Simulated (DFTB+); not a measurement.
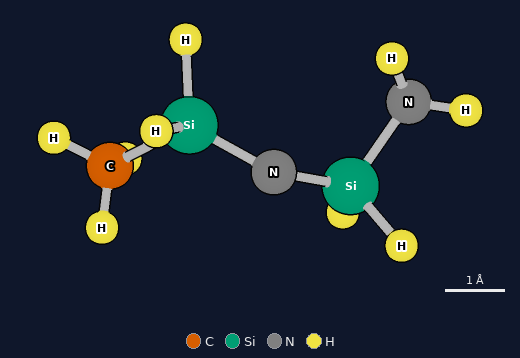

**Figure 1.** The structure as given in the input (ball-and-stick view, seen at a tilt). Bond lengths as drawn: C–H 1.09 Å, C–Si 1.92 Å, H–N 1.01 Å, H–Si 1.50 to 1.51 Å and N–Si 1.66 to 1.78 Å.

Geometry relaxation, with input and output: CH$_{9}$N$_{2}$Si$_{2}$ (charge −1) (part 1 of 4)

The run: geometry relaxation of CH$_{9}$N$_{2}$Si$_{2}$, charge −1. Method and program: GFN1-xTB, R-SCC, dispersion built in (DFTB+ 25.1).

The geometry comes from this level: GFN2-xTB.

## The input (dftb_in.hsd)
```
# GFN1-XTB geometry optimisation
Geometry = xyzFormat {
  <<< "input.xyz"
}
Driver = GeometryOptimisation {
  Optimiser = Rational {}
  MaxSteps = 100
  Convergence {
    GradElem = 0.001
  }
  AppendGeometries = Yes
}
Hamiltonian = xTB {
  Method = "GFN1-xTB"
  Charge = -1
}
Analysis {
  PrintForces = Yes
}
Options {
  WriteResultsTag = Yes
}
InputVersion = 25.1
```

## File input.xyz
```
14

C     -1.551450     1.223270     1.577680
Si     0.268660     0.834200     1.122080
N      0.539360    -0.642070     0.405590
Si     0.290340    -1.439890    -1.038280
N      1.237250    -0.804450    -2.400190
H     -2.161410     1.328800     0.683320
H     -1.652700     2.140110     2.157720
H     -1.978010     0.413660     2.165280
H      1.002010     0.870810     2.424350
H      0.704710     2.106100     0.444350
H      0.703010    -2.868910    -0.850470
H     -1.055860    -1.520410    -1.684000
H      1.735300    -1.510960    -2.924990
H      1.918790    -0.130260    -2.082420
```

Launched with:
```bash
dftb+ > dftb.out
```

## Log
```
|  DFTB+ development version (commit: a23bfb2)

Reading input file 'dftb_in.hsd'
Parser version: 14

--------------------------------------------------------------------------------

Processed input in HSD format written to 'dftb_pin.hsd'

Starting initialization...
--------------------------------------------------------------------------------
WARNING!
-> Dipole printed for a charged system : origin dependent quantity
OpenMP threads:              1
Chosen random seed:          288543310
Current stacksize:           unlimited
Mode:                        Geometry optimisation relaxation
Self consistent charges:     Yes
SCC-tolerance:                 0.100000E-04
Max. scc iterations:                    100
Shell resolved Hubbard:      Yes
Spin polarisation:           No
Nr. of up electrons:            16.000000
Nr. of down electrons:          16.000000
Periodic boundaries:         No
Electronic solver:           Relatively robust
Mixer:                       Broyden mixer
Mixing parameter:                  0.200000
Nr. of chrg. vec. in memory:            100
Max. SCC-cycles:                        100
Max. nr. of geometry steps:             100
tblite library version:      0.3.0
-> parametrization:          GFN1-xTB
-> repulsion:                Yes
-> dispersion:               Yes
-> halogen bonding:          Yes
-> electrostatics:           Yes
   -> isotropic:             Yes
   -> anisotropic:           No
   -> third-order:           Yes
Electronic temperature:              0.950045E-03 H      0.258520E-01 eV
Initial charges:             Set automatically (system chrg:  -0.100E+01)
Included shells:             C:  s, p
                            Si:  s, p, d
                             N:  s, p
                             H:  s, s2
Extra options:
                             Mulliken analysis
                             Force calculation
Force type                   original

--------------------------------------------------------------------------------

***  Geometry step: 0

 iSCC Total electronic   Diff electronic      SCC error
    1   -0.17514272E+02    0.00000000E+00    0.13310864E+01
    2   -0.17567002E+02   -0.17514272E+02    0.89349932E+00
    3   -0.17551696E+02   -0.52729600E-01    0.38156551E+00
    4   -0.17579043E+02    0.15305421E-01    0.34687382E+00
    5   -0.17589645E+02   -0.27346480E-01    0.47671192E-01
    6   -0.17589887E+02   -0.10602088E-01    0.12626220E-01
    7   -0.17589941E+02   -0.24174950E-03    0.41988766E-02
    8   -0.17589952E+02   -0.54467455E-04    0.25588220E-02
    9   -0.17589954E+02   -0.10746054E-04    0.55417717E-03
   10   -0.17589954E+02   -0.16649563E-05    0.35157950E-03
   11   -0.17589954E+02   -0.76468076E-08    0.25930323E-03
   12   -0.17589954E+02   -0.38276973E-08    0.66834158E-04
   13   -0.17589954E+02   -0.95960964E-08    0.33674158E-05

Total Energy:                      -17.4133356073 H         -473.8410 eV
Extrapolated to 0K:                -17.4133356073 H         -473.8410 eV
Total Mermin free energy:          -17.4133356073 H         -473.8410 eV
Force related energy:              -17.4133356073 H         -473.8410 eV

total energy  -1.7413336E+01 H       energy change -1.7413336E+01 H
gradient norm  4.9027158E-02 H/a0    max. gradient  2.2560978E-02 H/a0
step length    0.0000000E+00 a0      max. step      0.0000000E+00 a0

--------------------------------------------------------------------------------

***  Geometry step: 1

 iSCC Total electronic   Diff electronic      SCC error
    1   -0.17591405E+02    0.00000000E+00    0.12662217E-01
    2   -0.17591426E+02   -0.14513154E-02    0.61334908E-02
    3   -0.17591431E+02   -0.21636375E-04    0.40701841E-02
    4   -0.17591431E+02   -0.44212539E-05    0.66159481E-03
    5   -0.17591431E+02   -0.43541052E-06    0.13928378E-03
    6   -0.17591431E+02   -0.33165861E-07    0.98794417E-04
    7   -0.17591431E+02   -0.16860078E-08    0.38001345E-04
    8   -0.17591431E+02   -0.52760996E-09    0.88064195E-05

Total Energy:                      -17.4153767246 H         -473.8965 eV
Extrapolated to 0K:                -17.4153767246 H         -473.8965 eV
Total Mermin free energy:          -17.4153767246 H         -473.8965 eV
Force related energy:              -17.4153767246 H         -473.8965 eV

total energy  -1.7415377E+01 H       energy change -2.0411173E-03 H
gradient norm  3.5701554E-02 H/a0    max. gradient  1.4021554E-02 H/a0
step length    4.8909877E-02 a0      max. step      2.2507008E-02 a0

--------------------------------------------------------------------------------

***  Geometry step: 2

 iSCC Total electronic   Diff electronic      SCC error
    1   -0.17596143E+02    0.00000000E+00    0.28704756E-01
    2   -0.17596236E+02   -0.47114609E-02    0.13904289E-01
    3   -0.17596257E+02   -0.93085413E-04    0.89896825E-02
    4   -0.17596260E+02   -0.21383722E-04    0.16795369E-02
    5   -0.17596260E+02   -0.24475060E-05    0.38046601E-03
    6   -0.17596260E+02   -0.17082693E-06    0.25592634E-03
    7   -0.17596260E+02   -0.65238233E-08    0.64973513E-04
    8   -0.17596260E+02   -0.24147191E-08    0.19823693E-04
    9   -0.17596260E+02   -0.83004537E-09    0.56303369E-05

Total Energy:                      -17.4181400052 H         -473.9717 eV
Extrapolated to 0K:                -17.4181400052 H         -473.9717 eV
Total Mermin free energy:          -17.4181400052 H         -473.9717 eV
Force related energy:              -17.4181400052 H         -473.9717 eV

total energy  -1.7418140E+01 H       energy change -2.7632807E-03 H
gradient norm  2.6690459E-02 H/a0    max. gradient  1.0993791E-02 H/a0
step length    1.3711910E-01 a0      max. step      5.5497253E-02 a0

--------------------------------------------------------------------------------

***  Geometry step: 3

 iSCC Total electronic   Diff electronic      SCC error
    1   -0.17598943E+02    0.00000000E+00    0.30437118E-02
    2   -0.17598943E+02   -0.26825728E-02    0.24075131E-02
    3   -0.17598944E+02   -0.95571459E-06    0.10160066E-02
    4   -0.17598944E+02   -0.51561307E-06    0.26443095E-03
    5   -0.17598944E+02   -0.67618778E-07    0.77689145E-04
    6   -0.17598944E+02   -0.62726393E-08    0.13904356E-04
    7   -0.17598944E+02   -0.43920068E-09    0.48649182E-05

Total Energy:                      -17.4188809694 H         -473.9919 eV
Extrapolated to 0K:                -17.4188809694 H         -473.9919 eV
Total Mermin free energy:          -17.4188809694 H         -473.9919 eV
Force related energy:              -17.4188809694 H         -473.9919 eV

total energy  -1.7418881E+01 H       energy change -7.4096416E-04 H
gradient norm  2.6146375E-02 H/a0    max. gradient  9.5850010E-03 H/a0
step length    4.5404734E-02 a0      max. step      1.7801671E-02 a0

--------------------------------------------------------------------------------

***  Geometry step: 4

 iSCC Total electronic   Diff electronic      SCC error
    1   -0.17609498E+02    0.00000000E+00    0.16093339E-01
    2   -0.17609532E+02   -0.10553672E-01    0.11575167E-01
    3   -0.17609544E+02   -0.34703580E-04    0.73821135E-02
    4   -0.17609544E+02   -0.11228403E-04    0.20845632E-02
    5   -0.17609544E+02   -0.16748142E-06    0.20082010E-03
    6   -0.17609544E+02   -0.48914563E-06    0.14242323E-03
    7   -0.17609544E+02   -0.43069370E-08    0.26536927E-04
    8   -0.17609544E+02   -0.12937278E-08    0.56388319E-05

Total Energy:                      -17.4214264804 H         -474.0611 eV
Extrapolated to 0K:                -17.4214264804 H         -474.0611 eV
Total Mermin free energy:          -17.4214264804 H         -474.0611 eV
Force related energy:              -17.4214264804 H         -474.0611 eV

total energy  -1.7421426E+01 H       energy change -2.5455110E-03 H
gradient norm  2.3511131E-02 H/a0    max. gradient  1.2601555E-02 H/a0
step length    2.1144647E-01 a0      max. step      8.7159608E-02 a0

--------------------------------------------------------------------------------

***  Geometry step: 5

 iSCC Total electronic   Diff electronic      SCC error
    1   -0.17613695E+02    0.00000000E+00    0.79026292E-02
    2   -0.17613701E+02   -0.41503629E-02    0.49447497E-02
    3   -0.17613703E+02   -0.66151623E-05    0.29339654E-02
    4   -0.17613703E+02   -0.17044812E-05    0.87257135E-03
    5   -0.17613703E+02   -0.47309058E-07    0.83985947E-04
    6   -0.17613703E+02   -0.61596502E-07    0.47219604E-04
    7   -0.17613703E+02   -0.14372219E-08    0.17704668E-04
    8   -0.17613703E+02   -0.32183678E-09    0.35883188E-05

Total Energy:                      -17.4223723590 H         -474.0869 eV
Extrapolated to 0K:                -17.4223723590 H         -474.0869 eV
Total Mermin free energy:          -17.4223723590 H         -474.0869 eV
Force related energy:              -17.4223723590 H         -474.0869 eV

total energy  -1.7422372E+01 H       energy change -9.4587858E-04 H
gradient norm  2.3783884E-02 H/a0    max. gradient  1.2105616E-02 H/a0
step length    1.1154251E-01 a0      max. step      4.2733631E-02 a0

--------------------------------------------------------------------------------

***  Geometry step: 6

 iSCC Total electronic   Diff electronic      SCC error
    1   -0.17616801E+02    0.00000000E+00    0.94803795E-02
    2   -0.17616810E+02   -0.30983745E-02    0.58022671E-02
    3   -0.17616814E+02   -0.89860138E-05    0.22880692E-02
    4   -0.17616814E+02   -0.33830919E-05    0.69264606E-03
    5   -0.17616814E+02   -0.12216376E-06    0.14383250E-03
    6   -0.17616814E+02   -0.63096152E-07    0.53365804E-04
    7   -0.17616814E+02   -0.35546712E-08    0.16666738E-04
    8   -0.17616814E+02   -0.38502179E-09    0.21061363E-05

Total Energy:                      -17.4236148670 H         -474.1207 eV
Extrapolated to 0K:                -17.4236148670 H         -474.1207 eV
Total Mermin free energy:          -17.4236148670 H         -474.1207 eV
Force related energy:              -17.4236148670 H         -474.1207 eV

total energy  -1.7423615E+01 H       energy change -1.2425080E-03 H
gradient norm  2.1705461E-02 H/a0    max. gradient  8.0320823E-03 H/a0
step length    1.6504653E-01 a0      max. step      6.9879717E-02 a0

--------------------------------------------------------------------------------

***  Geometry step: 7

 iSCC Total electronic   Diff electronic      SCC error
    1   -0.17616161E+02    0.00000000E+00    0.76741239E-02
    2   -0.17616176E+02    0.65344083E-03    0.38137625E-02
    3   -0.17616181E+02   -0.15052835E-04    0.16704299E-02
    4   -0.17616181E+02   -0.52325079E-05    0.58178291E-03
    5   -0.17616181E+02   -0.12537483E-06    0.14652974E-03
    6   -0.17616181E+02   -0.48686612E-07    0.73385247E-04
    7   -0.17616181E+02   -0.12442740E-08    0.18284853E-04
    8   -0.17616181E+02   -0.10100010E-09    0.27057944E-05

Total Energy:                      -17.4245127089 H         -474.1451 eV
Extrapolated to 0K:                -17.4245127089 H         -474.1451 eV
Total Mermin free energy:          -17.4245127089 H         -474.1451 eV
Force related energy:              -17.4245127089 H         -474.1451 eV

total energy  -1.7424513E+01 H       energy change -8.9784192E-04 H
gradient norm  1.5951010E-02 H/a0    max. gradient  5.6627733E-03 H/a0
step length    1.5166255E-01 a0      max. step      7.0790181E-02 a0

--------------------------------------------------------------------------------

***  Geometry step: 8

 iSCC Total electronic   Diff electronic      SCC error
    1   -0.17614543E+02    0.00000000E+00    0.55167264E-02
    2   -0.17614551E+02    0.16378754E-02    0.28996093E-02
    3   -0.17614553E+02   -0.73579357E-05    0.12991605E-02
    4   -0.17614553E+02   -0.21765729E-05    0.42641186E-03
    5   -0.17614553E+02   -0.77302083E-07    0.12677711E-03
    6   -0.17614553E+02   -0.25294344E-07    0.42281970E-04
    7   -0.17614553E+02   -0.70026474E-09    0.19111592E-04
    8   -0.17614553E+02   -0.40557779E-10    0.16876240E-05

Total Energy:                      -17.4249076593 H         -474.1559 eV
Extrapolated to 0K:                -17.4249076593 H         -474.1559 eV
Total Mermin free energy:          -17.4249076593 H         -474.1559 eV
Force related energy:              -17.4249076593 H         -474.1559 eV

total energy  -1.7424908E+01 H       energy change -3.9495036E-04 H
gradient norm  1.2938567E-02 H/a0    max. gradient  4.7141620E-03 H/a0
step length    7.1999961E-02 a0      max. step      3.7183456E-02 a0

--------------------------------------------------------------------------------

***  Geometry step: 9

 iSCC Total electronic   Diff electronic      SCC error
    1   -0.17612099E+02    0.00000000E+00    0.40309319E-02
    2   -0.17612103E+02    0.24542400E-02    0.20842310E-02
    3   -0.17612104E+02   -0.40036853E-05    0.10138528E-02
    4   -0.17612104E+02   -0.95819247E-06    0.26696595E-03
    5   -0.17612104E+02   -0.24302651E-07    0.69699847E-04
    6   -0.17612104E+02   -0.88730303E-08    0.19975631E-04
    7   -0.17612104E+02   -0.26668090E-09    0.61386512E-05

Total Energy:                      -17.4251978952 H         -474.1638 eV
Extrapolated to 0K:                -17.4251978952 H         -474.1638 eV
Total Mermin free energy:          -17.4251978952 H         -474.1638 eV
Force related energy:              -17.4251978952 H         -474.1638 eV

total energy  -1.7425198E+01 H       energy change -2.9023595E-04 H
gradient norm  1.2517305E-02 H/a0    max. gradient  4.1600740E-03 H/a0
step length    5.5014470E-02 a0      max. step      2.5427024E-02 a0

--------------------------------------------------------------------------------

***  Geometry step: 10

 iSCC Total electronic   Diff electronic      SCC error
    1   -0.17609121E+02    0.00000000E+00    0.36136689E-02
    2   -0.17609122E+02    0.29828930E-02    0.25634820E-02
    3   -0.17609123E+02   -0.16162106E-05    0.11730003E-02
    4   -0.17609123E+02   -0.41740971E-06    0.27148716E-03
    5   -0.17609123E+02   -0.41917758E-07    0.46094513E-04
    6   -0.17609123E+02   -0.51757318E-08    0.23220434E-04
    7   -0.17609123E+02   -0.45253401E-09    0.93579564E-05

Total Energy:                      -17.4255680659 H         -474.1738 eV
Extrapolated to 0K:                -17.4255680659 H         -474.1738 eV
Total Mermin free energy:          -17.4255680659 H         -474.1738 eV
Force related energy:              -17.4255680659 H         -474.1738 eV

total energy  -1.7425568E+01 H       energy change -3.7017074E-04 H
gradient norm  1.3441099E-02 H/a0    max. gradient  5.3852843E-03 H/a0
step length    6.6594811E-02 a0      max. step      2.6272368E-02 a0

--------------------------------------------------------------------------------

***  Geometry step: 11

 iSCC Total electronic   Diff electronic      SCC error
    1   -0.17606185E+02    0.00000000E+00    0.39168517E-02
    2   -0.17606185E+02    0.29381147E-02    0.27450326E-02
    3   -0.17606186E+02   -0.74650048E-06    0.72806951E-03
    4   -0.17606186E+02   -0.29920202E-06    0.26858197E-03
    5   -0.17606186E+02   -0.27441153E-07    0.49717590E-04
    6   -0.17606186E+02   -0.10702365E-07    0.14906751E-04
    7   -0.17606186E+02   -0.23601388E-09    0.90394292E-05

Total Energy:                      -17.4258678315 H         -474.1820 eV
Extrapolated to 0K:                -17.4258678315 H         -474.1820 eV
Total Mermin free energy:          -17.4258678315 H         -474.1820 eV
Force related energy:              -17.4258678315 H         -474.1820 eV

total energy  -1.7425868E+01 H       energy change -2.9976555E-04 H
gradient norm  1.2880526E-02 H/a0    max. gradient  5.2527266E-03 H/a0
step length    6.8113852E-02 a0      max. step      3.1674418E-02 a0

--------------------------------------------------------------------------------

***  Geometry step: 12

 iSCC Total electronic   Diff electronic      SCC error
    1   -0.17606013E+02    0.00000000E+00    0.74749459E-02
    2   -0.17606020E+02    0.17278664E-03    0.33329161E-02
    3   -0.17606021E+02   -0.68007455E-05    0.71391820E-03
    4   -0.17606021E+02   -0.16251478E-05    0.33207075E-03
    5   -0.17606021E+02   -0.34892903E-07    0.40447497E-04
    6   -0.17606021E+02   -0.62814856E-08    0.21170260E-04
    7   -0.17606021E+02   -0.36065728E-09    0.62751644E-05

Total Energy:                      -17.4261278926 H         -474.1891 eV
Extrapolated to 0K:                -17.4261278926 H         -474.1891 eV
Total Mermin free energy:          -17.4261278926 H         -474.1891 eV
Force related energy:              -17.4261278926 H         -474.1891 eV

total energy  -1.7426128E+01 H       energy change -2.6006107E-04 H
gradient norm  1.1376716E-02 H/a0    max. gradient  4.8427833E-03 H/a0
step length    6.2299205E-02 a0      max. step      1.7433626E-02 a0

--------------------------------------------------------------------------------

***  Geometry step: 13

 iSCC Total electronic   Diff electronic      SCC error
    1   -0.17606070E+02    0.00000000E+00    0.56574363E-02
    2   -0.17606075E+02   -0.48892266E-04    0.31451881E-02
    3   -0.17606077E+02   -0.51332632E-05    0.18135609E-02
    4   -0.17606077E+02   -0.11566580E-05    0.37708393E-03
    5   -0.17606077E+02   -0.39775976E-07    0.10569815E-03
    6   -0.17606077E+02   -0.16893271E-07    0.21817555E-04
    7   -0.17606077E+02   -0.61261574E-09    0.63998306E-05
```
